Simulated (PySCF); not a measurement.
SMILES C=CCCC(C)=O, GFN2-xTB optimised geometry. Atoms within 1.6 Å of the plane z = 1.5 Å (x, y, z in Å): C2 (1.71, 1.39, 0.06), C3 (0.22, 1.42, -0.01), C4 (-0.37, 0.00, 0.00), C5 (-1.88, 0.00, 0.00), C6 (-2.50, -1.37, 0.01), O7 (-2.54, 1.01, 0.00), H10 (2.13, 0.90, 0.93), H12 (-0.18, 1.96, 0.86), H13 (-0.02, -0.54, 0.88), H16 (-2.23, -1.89, 0.93), H17 (-3.58, -1.30, -0.05).

Computed with PySCF with PBE0/def2-SVP.

Map of the electron localisation function on the plane z = 1.5 Å:

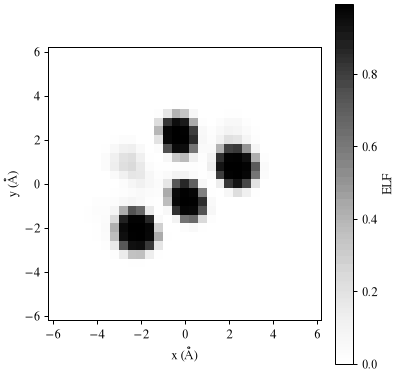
Figure. Electron localisation function on the plane z = 1.5 Å.
